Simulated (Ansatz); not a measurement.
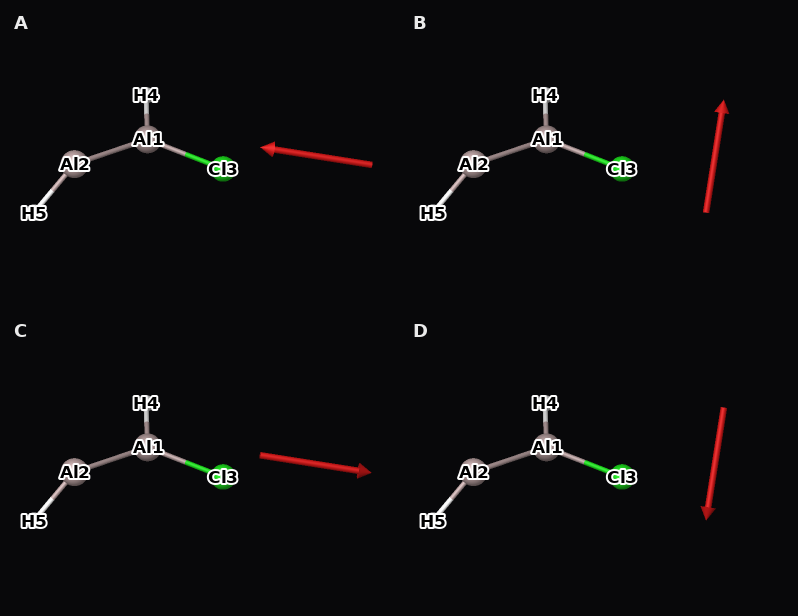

The same molecule four times, each with an arrow. The species is neutral and a spin doublet. The computed structure is the end point of a PBE0-D4/def2-TZVP optimisation. No frequency run is at hand to confirm it as a minimum. Method: UKS PBE0-D4/def2-TZVP (Ansatz 0.2.0).

Which arrow points along the dipole moment, from the negative to the positive end?

Answer. A. The dipole moment is 1.95 D; it points from the side of Cl3 to the side of H5 (the outermost atoms at the two ends).
